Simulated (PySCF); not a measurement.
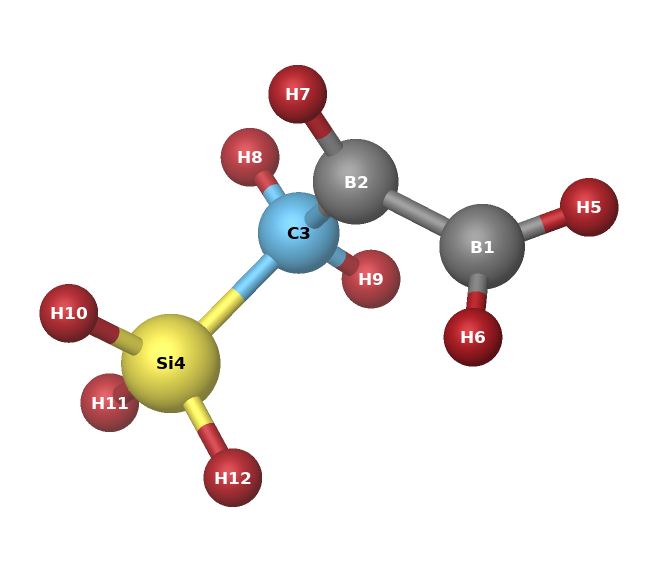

The computed structure is the end point of a GFN2-xTB optimisation. No frequency run is at hand to confirm it as a minimum. Level of theory: delta-SCF UKS SCAN, pcX-2 on the ionised atom, pcseg-1 elsewhere, spin-free X2C (PySCF 2.14.0).

Give the core-electron binding energies (to vacuum; p and d levels without spin–orbit splitting) of B1 1s, B2 1s, C3 1s, Si4 1s, Si4 2p.

```
atom  level  binding energy (eV)
  B1     1s                195.5
  B2     1s                195.2
  C3     1s                289.9
 Si4     1s               1846.5
 Si4     2p                107.0
```

The geometry is semi-empirical. Around B, Si such bond lengths and angles can be off by a tenth of an ångström or more and by several degrees, and values that hang on the shape move with them.
